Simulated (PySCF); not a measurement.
## Single-point calculation of InP

System: InP, multiplicity 3.
Method: UHF/def2-svpd, mp2 (PySCF 2.14.0).

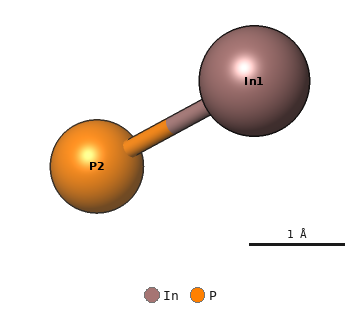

*The input geometry (ball-and-stick view, seen at an oblique angle; atoms are numbered from 1 in the order of the input). Sticks mark near contacts.*

Summary

```json
{"quantity": "outcome", "value": "converged"}
{"quantity": "SCF energy", "value": "−529.814812 hartree"}
{"quantity": "⟨S²⟩", "value": "2.017"}
{"quantity": "dipole moment", "value": "0.20 D"}
{"quantity": "hardware", "value": "1 CPU thread, shared host"}
{"quantity": "wall time", "value": "2.4 s"}
```

Input
```python
from pyscf import gto, scf, mp

mol = gto.M(
    atom='In 0 0 0; P 0 0 2.332',
    basis='def2-svpd',
    ecp={'In': 'def2-svpd'},
    charge=0,
    spin=2,
    verbose=4,
)
mf = scf.UHF(mol)
mf.kernel()
mp.MP2(mf).kernel()
mf.dip_moment()
print('orbital energies (hartree):', [e[max(0, n-3):n+3].round(4) for e, n in zip(mf.mo_energy, mol.nelec)])
```

Launched with:
```bash
OMP_NUM_THREADS=1 python input.py
```

Output
```
PySCF version 2.14.0

[INPUT] verbose = 4
[INPUT] num. atoms = 2
[INPUT] num. electrons = 36
[INPUT] charge = 0
[INPUT] spin (= nelec alpha-beta = 2S) = 2
[INPUT] symmetry False subgroup None
[INPUT] Mole.unit = angstrom
[INPUT] Symbol           X                Y                Z      unit          X                Y                Z       unit  Magmom
[INPUT]  1 In     0.000000000000   0.000000000000   0.000000000000 AA    0.000000000000   0.000000000000   0.000000000000 Bohr   0.0
[INPUT]  2 P      0.000000000000   0.000000000000   2.332000000000 AA    0.000000000000   0.000000000000   4.406841322486 Bohr   0.0

nuclear repulsion = 71.479769056518
number of shells = 22
number of NR pGTOs = 109
number of NR cGTOs = 56
basis = def2-svpd
ecp = {'In': 'def2-svpd'}

******** <class 'pyscf.scf.uhf.UHF'> ********
method = UHF
initial guess = minao
damping factor = 0
level_shift factor = 0
DIIS = <class 'pyscf.scf.diis.CDIIS'>
diis_start_cycle = 1
diis_space = 8
diis_damp = 0
SCF conv_tol = 1e-09
SCF conv_tol_grad = None
SCF max_cycles = 50
direct_scf = True
direct_scf_tol = 1e-13
number electrons alpha = 19  beta = 17
Set gradient conv threshold to 3.16228e-05
init E= -508.158663084711
  alpha nocc = 19  HOMO = -0.539690001246925  LUMO = -0.375669258531686
  beta  nocc = 17  HOMO = -0.545781557960963  LUMO = -0.539690001246955

WARN: HOMO -0.539690001246925 >= LUMO -0.539690001246955

cycle= 1 E= -529.121545697724  delta_E=  -21  |g|= 1.03  |ddm|= 8.52
  alpha nocc = 19  HOMO = -0.126507541913597  LUMO = 0.0661630872941748

WARN: beta  nocc = 17  HOMO -0.135232422792662 >= LUMO -0.135232422792541

WARN: HOMO -0.126507541913597 >= LUMO -0.135232422792541

cycle= 2 E= -529.372806372314  delta_E= -0.251  |g|= 0.744  |ddm|= 3.27
  alpha nocc = 19  HOMO = -0.24971922985976  LUMO = 0.0545055887543248
  beta  nocc = 17  HOMO = -0.123112785847293  LUMO = -0.104492795001517
  HOMO = -0.123112785847  LUMO = -0.104492795002  gap/eV = 0.50668
cycle= 3 E= -529.751943840758  delta_E= -0.379  |g|= 0.201  |ddm|= 1.51
  alpha nocc = 19  HOMO = -0.283242824629376  LUMO = 0.0638318407514799
  beta  nocc = 17  HOMO = -0.219317376824961  LUMO = -0.0732359298968573
  HOMO = -0.219317376825  LUMO = -0.0732359298969  gap/eV = 3.97508
cycle= 4 E= -529.806909544105  delta_E= -0.055  |g|= 0.0539  |ddm|= 0.389
  alpha nocc = 19  HOMO = -0.275101124709337  LUMO = 0.062054142978182
  beta  nocc = 17  HOMO = -0.25624341124265  LUMO = -0.0127141381677267
  HOMO = -0.256243411243  LUMO = -0.0127141381677  gap/eV = 6.62677
cycle= 5 E= -529.813012274367  delta_E= -0.0061  |g|= 0.0229  |ddm|= 0.155
  alpha nocc = 19  HOMO = -0.272901206945455  LUMO = 0.0602999097652947
  beta  nocc = 17  HOMO = -0.261446512558535  LUMO = -0.00909817858157996
  HOMO = -0.261446512559  LUMO = -0.00909817858158  gap/eV = 6.86675
cycle= 6 E= -529.814631476897  delta_E= -0.00162  |g|= 0.00706  |ddm|= 0.109
  alpha nocc = 19  HOMO = -0.271242039908024  LUMO = 0.0602295771980153
  beta  nocc = 17  HOMO = -0.259873940018728  LUMO = -0.00886582923949782
  HOMO = -0.259873940019  LUMO = -0.0088658292395  gap/eV = 6.83028
cycle= 7 E= -529.814792860469  delta_E= -0.000161  |g|= 0.00235  |ddm|= 0.0383
  alpha nocc = 19  HOMO = -0.270827090106941  LUMO = 0.0601538621600712
  beta  nocc = 17  HOMO = -0.260187417328765  LUMO = -0.00897107233678831
  HOMO = -0.260187417329  LUMO = -0.00897107233679  gap/eV = 6.83594
cycle= 8 E= -529.814810994769  delta_E= -1.81e-05  |g|= 0.000478  |ddm|= 0.0141
  alpha nocc = 19  HOMO = -0.270836311811152  LUMO = 0.060158747560443
  beta  nocc = 17  HOMO = -0.260106280757377  LUMO = -0.00899508193795439
  HOMO = -0.260106280757  LUMO = -0.00899508193795  gap/eV = 6.83308
cycle= 9 E= -529.814811652452  delta_E= -6.58e-07  |g|= 0.000155  |ddm|= 0.00316
  alpha nocc = 19  HOMO = -0.270853510941244  LUMO = 0.0601569241409909
  beta  nocc = 17  HOMO = -0.260134818717148  LUMO = -0.00901736252185442
  HOMO = -0.260134818717  LUMO = -0.00901736252185  gap/eV = 6.83325
cycle= 10 E= -529.814811730698  delta_E= -7.82e-08  |g|= 6.4e-05  |ddm|= 0.001
  alpha nocc = 19  HOMO = -0.270852919273203  LUMO = 0.0601580825192876
  beta  nocc = 17  HOMO = -0.260124793479534  LUMO = -0.00901304191064136
  HOMO = -0.26012479348  LUMO = -0.00901304191064  gap/eV = 6.83310
cycle= 11 E= -529.814811746915  delta_E= -1.62e-08  |g|= 2.25e-05  |ddm|= 0.000381
  alpha nocc = 19  HOMO = -0.270849885447696  LUMO = 0.0601583492830401
  beta  nocc = 17  HOMO = -0.260126467462506  LUMO = -0.00901108208823526
  HOMO = -0.260126467463  LUMO = -0.00901108208824  gap/eV = 6.83320
cycle= 12 E= -529.814811749371  delta_E= -2.46e-09  |g|= 7.54e-06  |ddm|= 0.000205
  alpha nocc = 19  HOMO = -0.270849214271919  LUMO = 0.0601582389366491
  beta  nocc = 17  HOMO = -0.2601272791943  LUMO = -0.00901148575608705
  HOMO = -0.260127279194  LUMO = -0.00901148575609  gap/eV = 6.83321
cycle= 13 E= -529.814811749646  delta_E= -2.75e-10  |g|= 2.6e-06  |ddm|= 5.99e-05
  alpha nocc = 19  HOMO = -0.270849291194686  LUMO = 0.0601582837189204
  beta  nocc = 17  HOMO = -0.260127170141445  LUMO = -0.00901165411079648
  HOMO = -0.260127170141  LUMO = -0.0090116541108  gap/eV = 6.83320
```

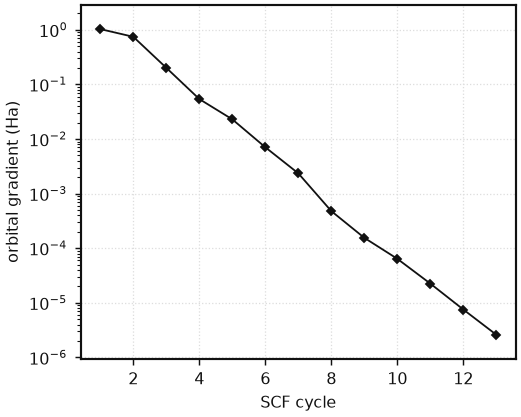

*Convergence of the self-consistent field: orbital gradient against the SCF cycle.*

The residual falls at every step.

```
Extra cycle  E= -529.814811749665  delta_E= -1.91e-11  |g|= 1.61e-06  |ddm|= 1.32e-05
converged SCF energy = -529.814811749665  <S^2> = 2.0174849  2S+1 = 3.011634

******** <class 'pyscf.mp.ump2.UMP2'> ********
nocc = (np.int64(19), np.int64(17)), nmo = (56, 56)
E(UMP2) = -529.985440504792  E_corr = -0.170628755126802
E(SCS-UMP2) = -529.979973256822  E_corr = -0.165161507156672
E_corr(same-spin) = -0.0456842296101813
E_corr(oppo-spin) = -0.124944525516621
Dipole moment(X, Y, Z, Debye): -0.00000, -0.00000, -0.20120
orbital energies (hartree): [array([-0.3839, -0.3839, -0.2708,  0.0323,  0.0323,  0.057 ]), array([-0.6552, -0.4186, -0.2601, -0.009 , -0.009 ,  0.0602])]
```
